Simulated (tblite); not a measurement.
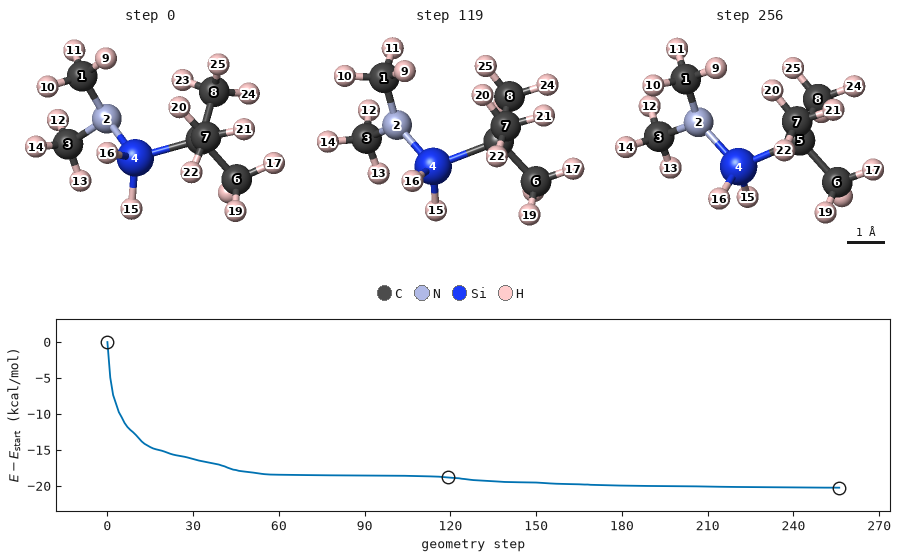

Frames of a relaxation of C₆H₁₇NSi, marked on the history of the run. A ball-and-stick model, seen at a tilt.

Computed with tblite, GFN2-xTB geometry optimisation, gas phase. 

Describe the path.

Answer. An H atom moves most after the best rigid fit: 1.54 Å. Largest moves by element: H 1.54 Å, C 0.50 Å, Si 0.43 Å, N 0.37 Å. Some distances before and after: N–Si 1.779 → 1.722 Å, C–H 1.130 → 1.088 Å, C–Si 1.880 → 1.915 Å, C–C 1.497 → 1.528 Å. Bond angles that change, for instance: C–N–Si 113.3° → 123.3°, N–Si–H 107.3° → 115.3°, C–C–H 104.5° → 111.8°. Groups turn about C–Si by about 55°, C–C by about 50°. The energy falls by 20.2 kcal/mol in 256 geometry steps. From step 0 to 119: an H atom moves most (1.19 Å), energy −18.8 kcal/mol. From step 119 to 256: an H atom moves most (0.82 Å), energy −1.42 kcal/mol.

```json
{"step": "0", "E − E(0), kcal/mol": "0.00"}
{"step": "1", "E − E(0), kcal/mol": "-4.93"}
{"step": "2", "E − E(0), kcal/mol": "-7.36"}
{"step": "3", "E − E(0), kcal/mol": "-8.53"}
{"step": "4", "E − E(0), kcal/mol": "-9.73"}
{"step": "5", "E − E(0), kcal/mol": "-10.45"}
{"step": "6", "E − E(0), kcal/mol": "-11.23"}
{"step": "7", "E − E(0), kcal/mol": "-11.79"}
{"step": "8", "E − E(0), kcal/mol": "-12.20"}
{"step": "9", "E − E(0), kcal/mol": "-12.53"}
{"step": "10", "E − E(0), kcal/mol": "-12.92"}
{"step": "23", "E − E(0), kcal/mol": "-15.64"}
{"step": "36", "E − E(0), kcal/mol": "-16.78"}
{"step": "49", "E − E(0), kcal/mol": "-18.04"}
{"step": "62", "E − E(0), kcal/mol": "-18.44"}
{"step": "75", "E − E(0), kcal/mol": "-18.51"}
{"step": "88", "E − E(0), kcal/mol": "-18.53"}
{"step": "101", "E − E(0), kcal/mol": "-18.56"}
{"step": "114", "E − E(0), kcal/mol": "-18.68"}
{"step": "127", "E − E(0), kcal/mol": "-19.13"}
{"step": "139", "E − E(0), kcal/mol": "-19.44"}
{"step": "152", "E − E(0), kcal/mol": "-19.56"}
{"step": "165", "E − E(0), kcal/mol": "-19.76"}
{"step": "178", "E − E(0), kcal/mol": "-19.93"}
{"step": "191", "E − E(0), kcal/mol": "-20.00"}
{"step": "204", "E − E(0), kcal/mol": "-20.04"}
{"step": "217", "E − E(0), kcal/mol": "-20.12"}
{"step": "230", "E − E(0), kcal/mol": "-20.17"}
{"step": "243", "E − E(0), kcal/mol": "-20.21"}
{"step": "256", "E − E(0), kcal/mol": "-20.23"}
```
